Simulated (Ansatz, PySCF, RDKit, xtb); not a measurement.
**C5H3BrOSe: which of the isomers drawn lies lowest?**

Which of a sample of isomers of C5H3BrOSe is the most stable in the gas at 298.15 K, and what are its properties? The sample is small against all isomers, and the most stable one of this formula need not be in it.

The funnel: GFN2-xTB relaxations, single points with a density functional, relaxations at B3LYP/def2-SVP, harmonic vibrations (at GFN2-xTB), and a last energy at a higher level. All values are calculated.

### Step 1. Possible bonding patterns

Isomers were taken from a list of plausible structures; this is a sample, not all of them. That gives 4 candidates.

```csv
label,SMILES,spin
c055,O=c1cc[se]cc1Br,singlet
c389,O=c1cc[se]c(Br)c1,singlet
c701,O=Cc1[se]ccc1Br,singlet
c836,O=Cc1c[se]c(Br)c1,singlet
```

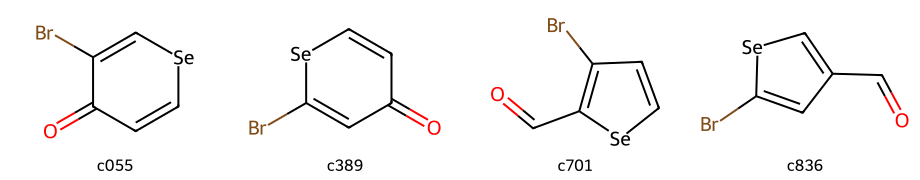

Structural formulas of the candidates.

Candidates are built by distance geometry, with a force field where one applies, in up to four conformers (letters a to d).

### Step 2. First filter: tight binding

All 5 starts are relaxed the same way. One of them, c836a (taken from a list of plausible isomers, embedded by distance geometry and UFF), in full:

Input file start.xyz:

```xyz
11
c836a
C      1.612412     1.364645     0.365362
C      0.710113     1.209904    -0.815123
C     -0.236182     0.168050    -0.849796
C     -0.052920     1.904015    -2.947916
C      0.768083     2.026099    -1.866115
Br     0.034485     3.080218    -4.457717
O      1.574932     0.582101     1.337790
Se    -1.151498     0.370552    -2.620064
H      2.325603     2.144052     0.358760
H     -0.364950    -0.554033    -0.062843
H      1.534530     2.856714    -1.876922
```

Started as:

```
$ xtb start.xyz --gfn 2 --opt
```

Log (excerpt; [...] marks lines left out):

```text
* xtb version 6.7.1
[...]
          :  # basis functions                  47          :
[...]
          :  # electrons                        42          :
[...]
          :  Hamiltonian                  GFN2-xTB          :
[...]
          :  net charge                          0          :
          :  unpaired electrons                  0          :
[...]
   *** convergence criteria satisfied after 16 iterations ***
[...]
   *** GEOMETRY OPTIMIZATION CONVERGED AFTER 9 ITERATIONS ***
[...]
   *** convergence criteria satisfied after 3 iterations ***
[...]
         ::                     SUMMARY                     ::
         :::::::::::::::::::::::::::::::::::::::::::::::::::::
         :: total energy             -23.500794005462 Eh    ::
         :: gradient norm              0.000609493564 Eh/a0 ::
         :: HOMO-LUMO gap              2.790941754190 eV    ::
         ::.................................................::
         :: SCC energy               -23.745656795352 Eh    ::
         :: -> isotropic ES            0.025553026693 Eh    ::
         :: -> anisotropic ES          0.001345184677 Eh    ::
         :: -> anisotropic XC          0.004922614772 Eh    ::
         :: -> dispersion             -0.011516695279 Eh    ::
         :: repulsion energy           0.244862789890 Eh    ::
         :: add. restraining           0.000000000000 Eh    ::
         :: total charge              -0.000000000000 e     ::
         :::::::::::::::::::::::::::::::::::::::::::::::::::::
[...]
        21        2.0000           -0.4131321             -11.2419 (HOMO)
        22                         -0.3105669              -8.4510 (LUMO)
[...]
     #   Z          covCN         q      C6AA      α(0)
     1   6          2.763     0.209    23.560     7.949
     2   6          3.145    -0.020    28.241     8.694
     3   6          2.922    -0.032    28.798     8.800
     4   6          2.918     0.056    26.752     8.482
     5   6          3.118    -0.050    29.068     8.831
     6  35          1.110    -0.121   188.379    22.130
     7   8          0.856    -0.329    20.310     6.042
     8  34          2.398     0.109   232.122    26.548
     9   1          0.922     0.024     2.670     2.555
    10   1          0.926     0.088     1.895     2.152
    11   1          0.926     0.065     2.138     2.287
[...]
     #   Z sym  total        # sym  WBO       # sym  WBO       # sym  WBO
 ---------------------------------------------------------------------------
     1   6      3.930 --     7      1.866     2      1.062     9      0.929
     2   6      3.986 --     3      1.526     5      1.208     1      1.062
     3   6      3.965 --     2      1.526     8      1.273    10      0.953
     4   6      3.916 --     5      1.617     8      1.154     6      1.018
     5   6      3.986 --     4      1.617     2      1.208    11      0.959
     6  35      1.180 --     4      1.018
     7   8      2.086 --     1      1.866
     8  34      2.773 --     3      1.273     4      1.154
     9   1      0.999 --     1      0.929
    10   1      0.991 --     3      0.953
    11   1      0.996 --     5      0.959
 ---------------------------------------------------------------------------
[...]
molecular dipole:
                 x           y           z       tot (Debye)
 q only:       -0.388      -0.090      -0.469
   full:       -0.194      -0.059      -0.209       0.741
molecular quadrupole (traceless):
[...]
          | TOTAL ENERGY              -23.500794005462 Eh   |
          | GRADIENT NORM               0.000609493564 Eh/α |
          | HOMO-LUMO GAP               2.790941754190 eV   |
           -------------------------------------------------
[...]
```

It took 0.099 s on 4 threads of Arm Neoverse V1, shared host.

### Step 3. Distinct minima at GFN2-xTB

5 of the 5 relaxations converged. 5 distinct structures remain:

```csv
label,start,SMILES after,spin,energy (kcal/mol)
c701a,drawn,O=Cc1[se]ccc1Br,singlet,0.0
c701b,drawn,O=Cc1[se]ccc1Br,singlet,2.9
c836a,drawn,O=Cc1c[se]c(Br)c1,singlet,5.8
c055a,drawn,O=c1cc[se]cc1Br,singlet,6.0
c389a,drawn,O=c1cc[se]c(Br)c1,singlet,8.4
```

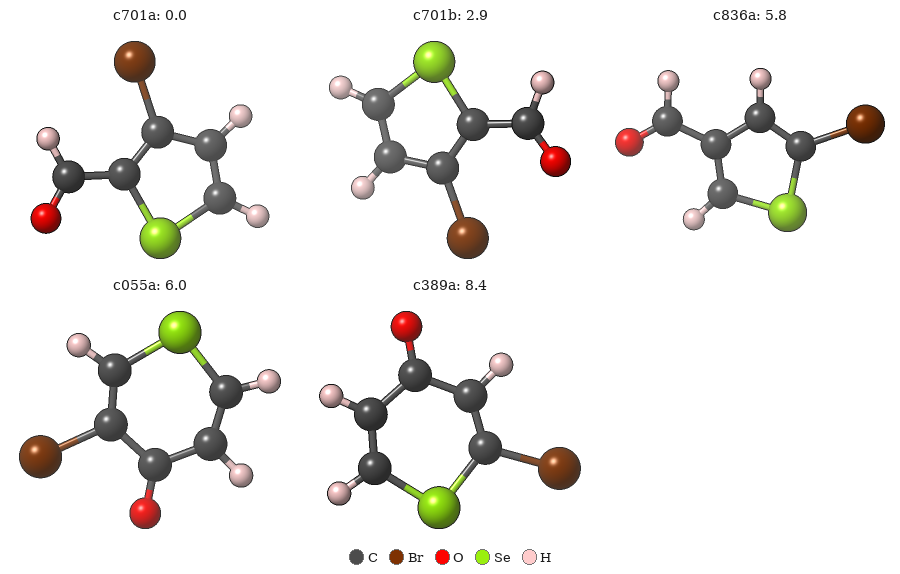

The 5 lowest minima that did not fall apart, with their GFN2-xTB energies in kcal/mol.

### Step 4. Screening with a density functional

A choice of the minima (the low ones first, few conformers of a pattern, up to a cap) and the lowest that fell apart get a single point at r2SCAN-D4/def2-SVP on the tight-binding geometry, and one at HF/STO-3G for comparison. The lowest singlets are also tried as triplets at the same geometry (label ending in t). The first, c701a:

Input file input.yaml:

```yaml
crystal:
  periodic: [false, false, false]
  atoms:
    - {symbol: C, position_ang: [1.273684, -0.366398, 1.799715]}
    - {symbol: C, position_ang: [1.163342, -0.347173, 0.364725]}
    - {symbol: C, position_ang: [0.754564, -1.001257, -2.056535]}
    - {symbol: C, position_ang: [1.178788, 0.285028, -1.900177]}
    - {symbol: C, position_ang: [1.404596, 0.644932, -0.557329]}
    - {symbol: Br, position_ang: [1.994382, 2.371138, -0.075528]}
    - {symbol: O, position_ang: [1.010062, -1.353595, 2.446200]}
    - {symbol: Se, position_ang: [0.590240, -1.924978, -0.466371]}
    - {symbol: H, position_ang: [1.614568, 0.571865, 2.271116]}
    - {symbol: H, position_ang: [0.528562, -1.465548, -2.999428]}
    - {symbol: H, position_ang: [1.330204, 0.972341, -2.714788]}
basis:
  gaussian: {orbitals: def2-SVP}
hamiltonian: {xc: r2scan, dispersion: d4}
scf: {lower_state_search: off}
```

Started as:

```
$ ansatz run input.yaml --threads 4 --pin off --max-ram 7830MiB --events-out events.jsonl --progress --plain --runs-dir runs
```

Log (excerpt; [...] marks lines left out):

```text
Warning: RAYON_NUM_THREADS=4 ignored (pool sized by the plan → 4); use --threads N
Functional definition: r2SCAN
  name "r2SCAN"
[...]
1798 factors; their error is unknown
[...]
mean field -142649.80612881 eV, -5242.2836837222 hartree, gradient 2.4e-6 eV, S^2 0.000000; 0 other end points of the search recorded, 0 dependent functions left out
reference -142649.80613773 eV, -5242.2836840503 hartree; 55, 55 occupied and 108, 108 virtual orbitals, 1798 factors
Total energy: -142649.91297758 eV, -5242.2876103424 hartree
Checks for a lower state left out: stability, starts, cluster_reference, orbital_swaps, neighbouring_geometries, increment
```

It took 3 s on 4 threads of Arm Neoverse V1, shared host; peak memory 0.26 GiB.

Relative energies in kcal/mol, each column from its lowest structure that stays in one piece:

```csv
label,SMILES,spin,GFN2-xTB,HF/STO-3G,r2SCAN-D4/def2-SVP
c701a,O=Cc1[se]ccc1Br,singlet,0.0,0.5,0.0
c701b,O=Cc1[se]ccc1Br,singlet,2.9,1.4,3.8
c836a,O=Cc1c[se]c(Br)c1,singlet,5.8,0.0,4.7
c055a,O=c1cc[se]cc1Br,singlet,6.0,6.0,5.1
c389a,O=c1cc[se]c(Br)c1,singlet,8.4,6.9,5.5
c701at,O=Cc1[se]ccc1Br,triplet,–,–,63.9
c836at,O=Cc1c[se]c(Br)c1,triplet,–,–,70.5
```

### Step 5. Third filter: density-functional geometries

4 candidates are relaxed at B3LYP/def2-SVP (chosen among the lowest in one piece, one conformer a pattern). The first, c701a:

Edit input.yaml of step 4 so:

```diff
@@ -15,4 +15,9 @@
 basis:
-  gaussian: {orbitals: def2-SVP}
-hamiltonian: {xc: r2scan, dispersion: d4}
-scf: {lower_state_search: off}
+  gaussian:
+    orbitals: def2-SVP
+hamiltonian:
+  xc: {name: B3LYP}
+scf:
+  lower_state_search: "off"
+relax:
+  f_tol: 0.006
```

Started as:

```
$ ansatz run input.yaml --threads 4 --pin off --max-ram 7830MiB --events-out events.jsonl --progress --plain --runs-dir runs
```

Log (excerpt; [...] marks lines left out):

```text
Warning: RAYON_NUM_THREADS=4 ignored (pool sized by the plan → 4); use --threads N
[...]
Functional definition: B3LYP
  name "B3LYP"
[...]
1796 factors; integrals over basis functions are off by at most 3.7e-4 eV
[...]
mean field -142655.58109516 eV, -5242.4959098212 hartree, gradient 2.5e-6 eV, S^2 0.000000; 0 other end points of the search recorded, 0 dependent functions left out
[...]
reference -142655.58135414 eV, -5242.4959193385 hartree; 55, 55 occupied and 108, 108 virtual orbitals, 1796 factors
relax step   1: F+E_penalty+E_count = -142655.58109516 eV  Δ(F+E_penalty+E_count) = +0.000e0 eV  max|allowed force component| = 6.283e-1 eV/Å  Δτ_max = 0.0000 Å  (18 SCF iters, accepted)
[...]
relax step   6: F+E_penalty+E_count = -142655.63191542 eV  Δ(F+E_penalty+E_count) = -2.680e-5 eV  max|allowed force component| = 1.488e-2 eV/Å  Δτ_max = 0.0031 Å  (15 SCF iters, accepted)
[...]
Atom 2 at     0.751378    -1.001213    -2.094014 Å, force     0.000453     0.001034    -0.000616 eV/Å
Atom 3 at     1.178708     0.288989    -1.912572 Å, force    -0.000374    -0.000813     0.000622 eV/Å
Atom 4 at     1.400551     0.631488    -0.545017 Å, force    -0.000470    -0.000460    -0.002813 eV/Å
Atom 5 at     1.995411     2.370442    -0.070257 Å, force     0.000295     0.000895    -0.000125 eV/Å
Atom 6 at     1.023782    -1.336327     2.525132 Å, force     0.000308     0.000743     0.001818 eV/Å
Atom 7 at     0.582350    -1.940991    -0.494587 Å, force    -0.000195    -0.000986     0.000018 eV/Å
Atom 8 at     1.620237     0.594135     2.272970 Å, force    -0.000215    -0.000551     0.000651 eV/Å
Atom 9 at     0.521649    -1.474766    -3.048726 Å, force    -0.000461    -0.000958     0.000516 eV/Å
Atom 10 at     1.337500     0.995612    -2.728451 Å, force     0.000797     0.001484     0.001814 eV/Å
Dipole moment:    -0.012689     0.129452    -0.658157 e Å
Checks for a lower state left out: stability, starts, cluster_reference, orbital_swaps, neighbouring_geometries, increment
```

Wall time 27 s (4 threads of Arm Neoverse V1, shared host); peak memory 0.52 GiB.

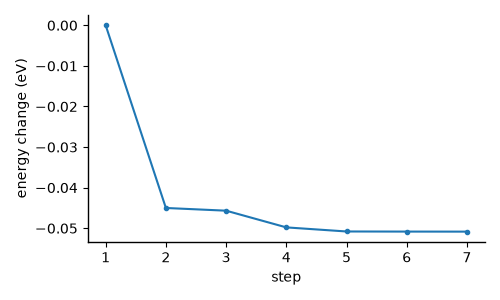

Energy along the run, all evaluated steps.

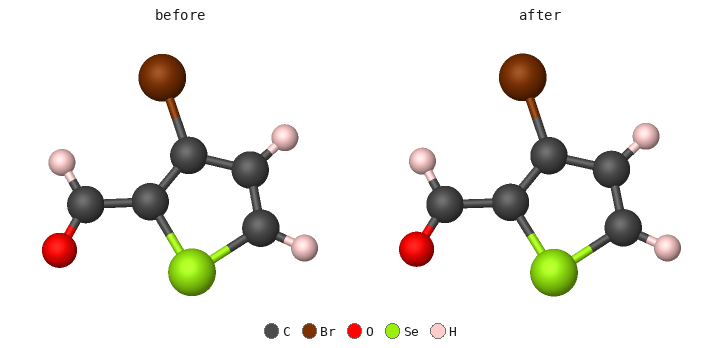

Before and after, at one scale.

After the run. Bond lengths: C1–C2 1.462 Å, C3–C4 1.371 Å, C2–C5 1.381 Å, C4–C5 1.427 Å, C5–Br6 1.898 Å, C1–O7 1.214 Å, C2–Se8 1.886 Å, C3–Se8 1.863 Å, C1–H9 1.117 Å, C3–H10 1.090 Å, C4–H11 1.091 Å. Some angles: C1–C2–C5 130.6°, C1–C2–Se8 118.9°, C5–C2–Se8 110.5°, C2–C1–O7 123.6°, C3–C4–C5 113.6°, C4–C3–Se8 112.9°, C2–C5–C4 115.9°, C2–C5–Br6 123.5°, C4–C5–Br6 120.5°, C2–Se8–C3 87.0°.

### Step 6. The relaxed candidates

```csv
label,spin,r2SCAN-D4/def2-SVP (kcal/mol),"B3LYP/def2-SVP, relaxed (kcal/mol)",time
c701a,singlet,0.0,0.0,27 s
c836a,singlet,4.7,3.7,24 s
c055a,singlet,5.1,4.8,25 s
c389a,singlet,5.5,5.1,21 s
```

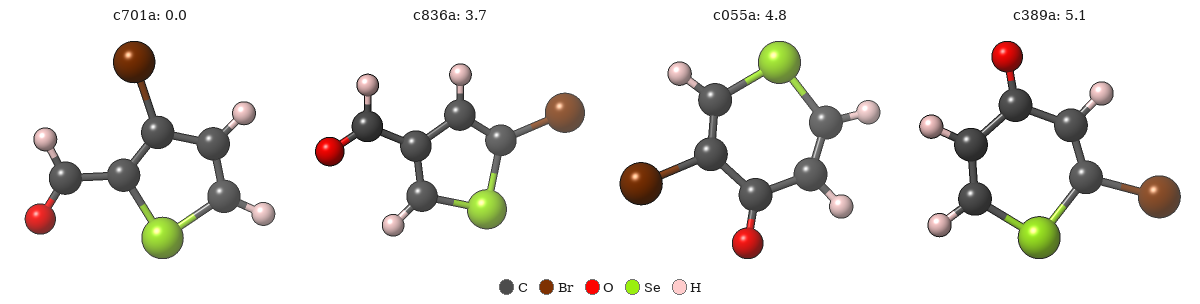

The relaxed structures, with energies at B3LYP/def2-SVP in kcal/mol.

### Step 7. Harmonic analysis of the finalists

The lowest few in one piece go on as finalists. In this search the thermal terms come from GFN2-xTB at its own nearest minimum. The first, c701a:

Input file start.xyz:

```xyz
11
c701a
C      1.275131    -0.371913     1.832065
C      1.156293    -0.369101     0.375057
C      0.751378    -1.001213    -2.094014
C      1.178708     0.288989    -1.912572
C      1.400551     0.631488    -0.545017
Br     1.995411     2.370442    -0.070257
O      1.023782    -1.336327     2.525132
Se     0.582350    -1.940991    -0.494587
H      1.620237     0.594135     2.272970
H      0.521649    -1.474766    -3.048726
H      1.337500     0.995612    -2.728451
```

Started as:

```
$ xtb start.xyz --gfn 2 --ohess tight
```

Log (excerpt; [...] marks lines left out):

```text
* xtb version 6.7.1
[...]
          :  # basis functions                  47          :
[...]
          :  # electrons                        42          :
[...]
          :  Hamiltonian                  GFN2-xTB          :
[...]
          :  net charge                          0          :
          :  unpaired electrons                  0          :
[...]
   *** convergence criteria satisfied after 15 iterations ***
[...]
   *** GEOMETRY OPTIMIZATION CONVERGED AFTER 8 ITERATIONS ***
[...]
   *** convergence criteria satisfied after 3 iterations ***
[...]
         ::                     SUMMARY                     ::
         :::::::::::::::::::::::::::::::::::::::::::::::::::::
         :: total energy             -23.510075318478 Eh    ::
         :: gradient norm              0.000366216182 Eh/a0 ::
         :: HOMO-LUMO gap              2.481063253701 eV    ::
         ::.................................................::
         :: SCC energy               -23.756415370119 Eh    ::
         :: -> isotropic ES            0.025974422550 Eh    ::
         :: -> anisotropic ES          0.001671625225 Eh    ::
         :: -> anisotropic XC          0.004744559676 Eh    ::
         :: -> dispersion             -0.012114731961 Eh    ::
         :: repulsion energy           0.246340051641 Eh    ::
         :: add. restraining           0.000000000000 Eh    ::
         :: total charge              -0.000000000000 e     ::
         :::::::::::::::::::::::::::::::::::::::::::::::::::::
[...]
        21        2.0000           -0.4109587             -11.1828 (HOMO)
        22                         -0.3197813              -8.7017 (LUMO)
[...]
molecular dipole:
                 x           y           z       tot (Debye)
 q only:       -0.182      -0.235      -1.297
   full:       -0.180      -0.189      -1.450       3.745
molecular quadrupole (traceless):
[...]
          | TOTAL ENERGY              -23.510075318487 Eh   |
          | TOTAL ENTHALPY            -23.438846848578 Eh   |
          | TOTAL FREE ENERGY         -23.482963949164 Eh   |
          | GRADIENT NORM               0.000366287607 Eh/α |
[...]
```

Wall time 0.25 s (4 threads of Arm Neoverse V1, shared host).

### Step 8. Thermal terms of the finalists

As xtb prints them, at 298.15 K, with its own treatment of low modes:

```csv
label,SMILES,spin,lowest mode (cm⁻¹),zero-point (kcal/mol),G − E (kcal/mol)
c701a,O=Cc1[se]ccc1Br,singlet,102,39.0,17.0
c836a,O=Cc1c[se]c(Br)c1,singlet,83,38.9,16.8
c055a,O=c1cc[se]cc1Br,singlet,68,39.2,17.4
c389a,O=c1cc[se]c(Br)c1,singlet,66,39.2,17.3
```

### Step 9. Last filter: a higher level

Single points at CCSD(T)/def2-SVP + MP2/def2-TZVPP - MP2/def2-SVP on the refined geometries decide the order.

c701a, CCSD(T)/def2-SVP:

Input file input.yaml:

```yaml
basis:
  gaussian:
    orbitals: def2-SVP
crystal:
  periodic: [false, false, false]
  atoms:
    - {symbol: C, position_ang: [1.275131, -0.371913, 1.832065]}
    - {symbol: C, position_ang: [1.156293, -0.369101, 0.375057]}
    - {symbol: C, position_ang: [0.751378, -1.001213, -2.094014]}
    - {symbol: C, position_ang: [1.178708, 0.288989, -1.912572]}
    - {symbol: C, position_ang: [1.400551, 0.631488, -0.545017]}
    - {symbol: Br, position_ang: [1.995411, 2.370442, -0.070257]}
    - {symbol: O, position_ang: [1.023782, -1.336327, 2.525132]}
    - {symbol: Se, position_ang: [0.582350, -1.940991, -0.494587]}
    - {symbol: H, position_ang: [1.620237, 0.594135, 2.272970]}
    - {symbol: H, position_ang: [0.521649, -1.474766, -3.048726]}
    - {symbol: H, position_ang: [1.337500, 0.995612, -2.728451]}
correlation:
  method: ccsd_t
  frozen_orbitals: {Br: 9, Se: 9, C: 1, H: 0, O: 1}
```

Started as:

```
$ ansatz run input.yaml --threads 4 --pin off --max-ram 7830MiB --events-out events.jsonl --progress --plain --runs-dir runs
```

Log (excerpt; [...] marks lines left out):

```text
Warning: RAYON_NUM_THREADS=4 ignored (pool sized by the plan → 4); use --threads N
Functional definition: HF
  name "HF"
[...]
1626 factors; integrals over basis functions are off by at most 1.5e-3 eV
[...]
mean field -142515.55486140 eV, -5237.3500406437 hartree, gradient 7.3e-6 eV, S^2 0.000000; 0 other end points of the search recorded, 0 dependent functions left out; unrestricted orbitals would lower it
24 core orbitals not correlated: weight in the atoms' cores, before any rotation towards them, 1.000 or more for the frozen orbitals, at most 0.000 for the correlated occupied ones
reference -142515.55486140 eV, -5237.3500406437 hartree; 31, 31 occupied and 108, 108 virtual orbitals, 1626 factors
second order -35.30984891 eV of doubles, -0.00000000 eV of singles
cycle   1  -34.48654008 eV  change    8.2e-1 eV  update   1.6e-1
[...]
cycle  10  -35.72451167 eV  change   -7.0e-5 eV  update   4.5e-5
perturbative correction -1.44502619 eV, -0.0531037330 hartree
Total energy: -142552.72439926 eV, -5238.7159959657 hartree
```

Run time: 99 s. Hardware: 4 threads of Arm Neoverse V1, shared host; peak memory 1.8 GiB.

### Step 10. c701a at MP2/def2-TZVPP

Edit input.yaml of step 9 so:

```diff
@@ -1,4 +1 @@
-basis:
-  gaussian:
-    orbitals: def2-SVP
 crystal:
@@ -17,4 +14,7 @@
     - {symbol: H, position_ang: [1.337500, 0.995612, -2.728451]}
+basis:
+  gaussian:
+    orbitals: def2-TZVPP
 correlation:
-  method: ccsd_t
+  method: mp2
   frozen_orbitals: {Br: 9, Se: 9, C: 1, H: 0, O: 1}
```

Started as:

```
$ ansatz run input.yaml --threads 4 --pin off --max-ram 7830MiB --events-out events.jsonl --progress --plain --runs-dir runs
```

Log:

```text
Warning: RAYON_NUM_THREADS=4 ignored (pool sized by the plan → 4); use --threads N
[... 2 set-up lines as earlier in the session ...]
  exchange = exact_x
  correlation = 0
2080 factors; integrals over basis functions are off by at most 8.4e-4 eV
mean field evaluation 1: about -142534.8036 eV, gradient 4.4e1 eV
mean field evaluation 2: about -142535.3011 eV, gradient 4.4e1 eV
mean field evaluation 4: about -142540.3517 eV, gradient 6.1e0 eV
mean field evaluation 8: about -142540.5257 eV, gradient 9.5e-1 eV
mean field evaluation 16: about -142540.5353 eV, gradient 1.5e-6 eV
mean field -142540.53531209 eV, -5238.2680552742 hartree, gradient 1.8e-6 eV, S^2 0.000000; 0 other end points of the search recorded, 0 dependent functions left out; unrestricted orbitals would lower it
24 core orbitals not correlated: weight in the atoms' cores, before any rotation towards them, 1.000 or more for the frozen orbitals, at most 0.000 for the correlated occupied ones
reference -142540.53531209 eV, -5238.2680552742 hartree; 31, 31 occupied and 269, 269 virtual orbitals, 2080 factors
second order -42.57848391 eV of doubles, -0.00000000 eV of singles
Total energy: -142583.11379600 eV, -5239.8327856971 hartree
```

Wall time 18 s (4 threads of Arm Neoverse V1, shared host); peak memory 1.3 GiB.

### Step 11. c836a at CCSD(T)/def2-SVP

Input file input.yaml:

```yaml
crystal:
  periodic: [false, false, false]
  atoms:
    - {symbol: C, position_ang: [1.604153, 1.291156, 0.429018]}
    - {symbol: C, position_ang: [0.752968, 1.214301, -0.780602]}
    - {symbol: C, position_ang: [-0.211522, 0.243497, -0.933635]}
    - {symbol: C, position_ang: [-0.007346, 1.898850, -2.902001]}
    - {symbol: C, position_ang: [0.865406, 2.136802, -1.879232]}
    - {symbol: Br, position_ang: [-0.164487, 2.879989, -4.499386]}
    - {symbol: O, position_ang: [1.534004, 0.531312, 1.367631]}
    - {symbol: Se, position_ang: [-1.109784, 0.407349, -2.550320]}
    - {symbol: H, position_ang: [2.347086, 2.130942, 0.419531]}
    - {symbol: H, position_ang: [-0.442125, -0.538749, -0.210611]}
    - {symbol: H, position_ang: [1.586254, 2.956868, -1.894977]}
basis:
  gaussian:
    orbitals: def2-SVP
correlation:
  method: ccsd_t
  frozen_orbitals: {Br: 9, Se: 9, C: 1, H: 0, O: 1}
```

Started as:

```
$ ansatz run input.yaml --threads 4 --pin off --max-ram 7830MiB --events-out events.jsonl --progress --plain --runs-dir runs
```

Log (excerpt; [...] marks lines left out):

```text
Warning: RAYON_NUM_THREADS=4 ignored (pool sized by the plan → 4); use --threads N
[... 2 set-up lines as earlier in the session ...]
[...]
1621 factors; integrals over basis functions are off by at most 1.4e-3 eV
[...]
mean field -142515.44793937 eV, -5237.3461113316 hartree, gradient 1.8e-6 eV, S^2 0.000000; 0 other end points of the search recorded, 0 dependent functions left out; unrestricted orbitals would lower it
24 core orbitals not correlated: weight in the atoms' cores, before any rotation towards them, 1.000 or more for the frozen orbitals, at most 0.000 for the correlated occupied ones
reference -142515.44793937 eV, -5237.3461113316 hartree; 31, 31 occupied and 108, 108 virtual orbitals, 1621 factors
second order -35.22805936 eV of doubles, -0.00000000 eV of singles
cycle   1  -34.46968365 eV  change    7.6e-1 eV  update   1.6e-1
[...]
cycle  11  -35.69714809 eV  change    7.7e-5 eV  update   2.1e-5
perturbative correction -1.42791590 eV, -0.0524749415 hartree
Total energy: -142552.57300336 eV, -5238.7104322690 hartree
```

It took 1.7 min on 4 threads of Arm Neoverse V1, shared host; peak memory 1.8 GiB.

For c701a, c836a, c055a, c389a the log finds that unrestricted Hartree-Fock orbitals lie lower, a sign to watch the closed-shell reference there.

(Part 1 of 2 ends here.)
